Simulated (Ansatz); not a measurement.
| atom | x (Å) | y (Å) | z (Å) |
| --- | --- | --- | --- |
| Br | -3.6405 | 2.4761 | 2.2374 |
| Cl | -2.7215 | 0.4062 | -0.6979 |
| Si | -2.6891 | 2.3129 | -0.0276 |
| Si | -4.7325 | 3.4994 | 0.3594 |
| H | -1.3238 | 2.8437 | 0.1599 |

Geometry: B3LYP/6-31G*.

Level of theory: isolated molecule in a Gaussian basis; Kohn-Sham density functional theory, functional PBE0 in Ansatz 0.2.0.

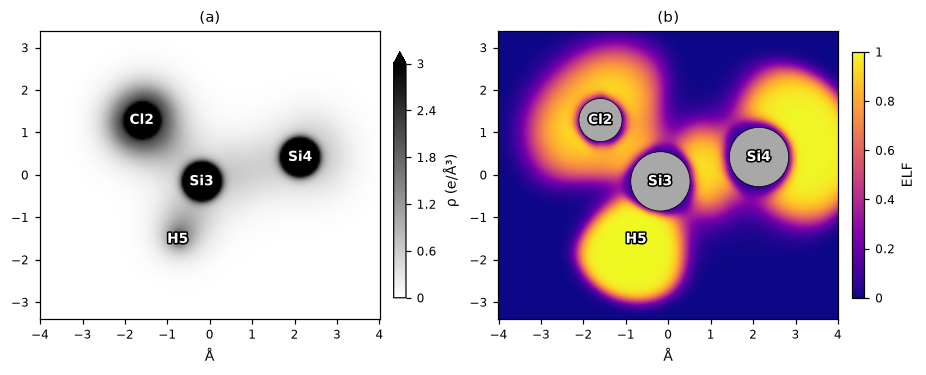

BrClHSi2 (charge +1). (a) total electron density; (b) electron localisation function on the plane of atoms Cl2, Si3 and H5. Grey discs cover the atomic cores in the ELF map.

Q: Describe what can be read from this map.

A: The section cuts through Cl, Si and H sites. Si–Cl (2.02 Å): ρ at the midpoint is about 0.96 e/Å³; the ELF peaks at about 0.85 between the atoms; a shared but strongly polarised pair. Si–Si (2.39 Å): ρ is about 0.57 e/Å³ halfway; the ELF peaks at about 0.95 between the atoms; a shared electron pair. Si–H (1.48 Å): ρ at the midpoint is about 0.86 e/Å³; the ELF climbs to about 1 towards the hydrogen, as it does in any bond to H. The ELF also peaks beside Cl2 and Si4, away from the bonds: lone-pair regions.
